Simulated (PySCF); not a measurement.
# quartet [OF2]+: levels of theory compared

Wanted: a comparison of 6 runs (U-r2SCAN/cc-pVTZ, U-wB97M-V/cc-pVTZ, UCAM-B3LYP/cc-pVTZ, UPBE/cc-pVTZ, UTPSS/cc-pVTZ, USCS-MP2/cc-pVTZ) of quartet [OF2]+. The job is set up through a Python script.

Program for the calculation: PySCF 2.14.0.

1 further run of the same task is left out (set aside as unsound or not needed).

## (1) Starting point

The species is [OF2]+ (3 atoms), meant as a quartet with charge +1. As SMILES of the parent species, `F[O+]F`. Geometry: relaxed at PBE0-D4/def2-TZVP. That shape belongs to the parent species and isn't relaxed for this state.

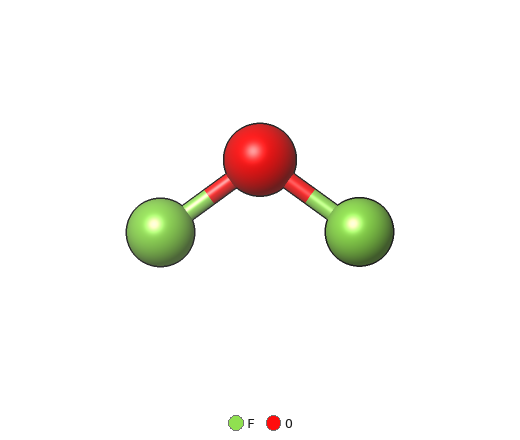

Viewed from a chosen angle; fluorine green, oxygen red.

## (2) The energy at U-r2SCAN/cc-pVTZ (run 1)

File run.py:

```python
from pyscf import gto, dft

mol = gto.M(
    atom='F 0.920200 -0.309010 0.473410; O 0.000640 0.505210 0.055670; F -0.920840 -0.196190 -0.529090',
    spin=3,
    charge=1,
    basis='cc-pvtz',
    verbose=3,
    max_memory=1860,
)

mf = dft.UKS(mol, xc='r2scan')
mf.conv_tol = 1e-10
mf.grids.level = 5
mf.kernel()
if not mf.converged:
    mf = mf.newton().run(mf.mo_coeff, mf.mo_occ)

energy = mf.e_tot
print('E = %.10f Eh' % energy)
```

Command:

```console
OMP_NUM_THREADS=1 python run.py
```

The log of the run:

```text
WARN: HOMO -0.0425892381360349 >= LUMO -0.428387320937857

WARN: HOMO -0.601243594492827 >= LUMO -0.793846492020877

WARN: HOMO -0.537240585762207 >= LUMO -0.776870913557696

WARN: HOMO -0.499442350612552 >= LUMO -0.73138365965878

WARN: HOMO -0.499204815461303 >= LUMO -0.723271216141878

WARN: HOMO -0.498869236173276 >= LUMO -0.724608615446414

WARN: HOMO -0.498328679263714 >= LUMO -0.722263044609075

WARN: HOMO -0.500093267813471 >= LUMO -0.720762672445279

WARN: HOMO -0.500171328930644 >= LUMO -0.720717996715575

WARN: HOMO -0.499987543998028 >= LUMO -0.720484345854482

WARN: HOMO -0.500008557291466 >= LUMO -0.72049686991426

WARN: HOMO -0.50006014711847 >= LUMO -0.720578183275881

WARN: HOMO -0.500022646289327 >= LUMO -0.720555155760248

WARN: HOMO -0.500019491031162 >= LUMO -0.720574458376223

WARN: HOMO -0.500012871830938 >= LUMO -0.720570456154713

WARN: HOMO -0.500013949804426 >= LUMO -0.720563801935478

WARN: HOMO -0.500009648845273 >= LUMO -0.72056187114706

WARN: HOMO -0.500009485010757 >= LUMO -0.720561738928609

WARN: HOMO -0.500009620611971 >= LUMO -0.720561967726479

WARN: HOMO -0.500009517613965 >= LUMO -0.720561565126788

converged SCF energy = -273.931664293406  <S^2> = 3.7650653  2S+1 = 4.0075256
E = -273.9316642934 Eh
```

Run time: 84 s. Hardware: 1 thread of Arm Neoverse N1, shared host; peak memory 0.49 GiB.

## (3) The energy at U-wB97M-V/cc-pVTZ (run 2)

File geometry.xyz:

```xyz
3

F      0.920200    -0.309010     0.473410
O      0.000640     0.505210     0.055670
F     -0.920840    -0.196190    -0.529090
```

File job.py:

```python
from pyscf import gto, dft

mol = gto.Mole()
mol.atom = 'geometry.xyz'
mol.charge = 1
mol.max_memory = 1860
mol.spin = 3
mol.verbose = 4
mol.basis = 'cc-pvtz'
mol.build()

ks = dft.UKS(mol)
ks.xc = 'wb97m-v'
ks.nlcgrids.level = 1
ks.conv_tol = 1e-10
ks.grids.level = 5
ks.kernel()
if not ks.converged:
    ks = ks.newton().run(ks.mo_coeff, ks.mo_occ)

energy = ks.e_tot
print(f'total energy: {energy:.8f} hartree')
```

Command:

```console
OMP_NUM_THREADS=1 python job.py
```

The log of the run:

```text
PySCF version 2.14.0

[INPUT] num. atoms = 3
[INPUT] num. electrons = 25
[INPUT] charge = 1
[INPUT] spin (= nelec alpha-beta = 2S) = 3
[INPUT] symmetry False subgroup None
[INPUT] Mole.unit = angstrom
[INPUT] Symbol           X                Y                Z      unit          X                Y                Z       unit  Magmom
[INPUT]  1 F      0.920200000000  -0.309010000000   0.473410000000 AA    1.738925979825  -0.583944269752   0.894615244630 Bohr   0.0
[INPUT]  2 O      0.000640000000   0.505210000000   0.055670000000 AA    0.001209424720   0.954708535392   0.105201053355 Bohr   0.0
[INPUT]  3 F     -0.920840000000  -0.196190000000  -0.529090000000 AA   -1.740135404544  -0.370745368378  -0.999835195246 Bohr   0.0

nuclear repulsion = 79.1552908128444
number of shells = 27
number of NR pGTOs = 126
number of NR cGTOs = 90
basis = cc-pvtz
ecp = {}

[... 44 lines left out ...]
WARN: HOMO -0.00537092304492504 >= LUMO -0.478802135350515
[... 70 lines left out ...]
converged SCF energy = -273.946475363722  <S^2> = 3.7673671  2S+1 = 4.0086741
total energy: -273.94647536 hartree
```

It took 1.9 min on 1 thread of Arm Neoverse N1, shared host; peak memory 0.49 GiB.

Runs 3 to 5 aren't shown in full; the table further down has their settings and results.

## (4) The energy at USCS-MP2/cc-pVTZ (run 6)

File calc.py:

```python
from pyscf import gto, mp

mol = gto.Mole()
mol.atom = 'F 0.920200 -0.309010 0.473410; O 0.000640 0.505210 0.055670; F -0.920840 -0.196190 -0.529090'
mol.verbose = 3
mol.max_memory = 1860
mol.spin = 3
mol.basis = 'cc-pvtz'
mol.charge = 1
mol.build()

mf = mol.UHF()
mf.conv_tol = 1e-10
mf.kernel()
if not mf.converged:
    mf = mf.newton().run(mf.mo_coeff, mf.mo_occ)

pt = mp.MP2(mf, frozen=3).run()
e_final = mf.e_tot + 1.2 * pt.e_corr_os + pt.e_corr_ss / 3
print('Final energy', e_final)
```

Command:

```console
OMP_NUM_THREADS=1 python calc.py
```

The log of the run:

```text
WARN: HOMO 0.0362860275191679 >= LUMO -0.54048617463911

converged SCF energy = -272.852100247968  <S^2> = 3.9005014  2S+1 = 4.0745559
E(UMP2) = -273.527163389687  E_corr = -0.675063141718844
E(SCS-UMP2) = -273.498049565661  E_corr = -0.64594931769319
Final energy -273.49804956566146
```

Wall time 5.1 s (1 thread of Arm Neoverse N1, shared host); peak memory 0.21 GiB.

## (5) Overview of the runs

```tsv
run	level	nlc grid	integration grid	energy (Eh)	HOMO energy (eV)	⟨S²⟩	wall time
1	U-r2SCAN/cc-pVTZ	–	5	-273.931664	-13.61	3.765	84 s
2	U-wB97M-V/cc-pVTZ	1	5	-273.946475	-17.43	3.767	1.9 min
3	UCAM-B3LYP/cc-pVTZ	–	5	-273.948077	-16.76	3.770	46 s
4	UPBE/cc-pVTZ	–	5	-273.799271	-12.80	3.756	39 s
5	UTPSS/cc-pVTZ	–	5	-274.074594	-13.05	3.758	1.9 min
6	USCS-MP2/cc-pVTZ	–	–	-273.498050	-21.71	3.901	5.1 s
```

## (6) Outcome

```
                                                         quantity          value
                                              run 6: total energy  -273.49805 Eh
run 6: HOMO energy (Hartree–Fock orbitals) (highest over α and β)      -21.71 eV
 run 6: LUMO energy (Hartree–Fock orbitals) (lowest over α and β)      -12.44 eV
               run 6: correlation energy (3 core orbitals frozen)     -645.9 mEh
                         run 6: ⟨S²⟩ of the reference determinant          3.901
```

**Reading.** Totals of different functionals can't be ranked against each other. Spin contamination of the reference: run 6 ⟨S²⟩ = 3.90. All runs together took 6.7 min, the longest 1.9 min.
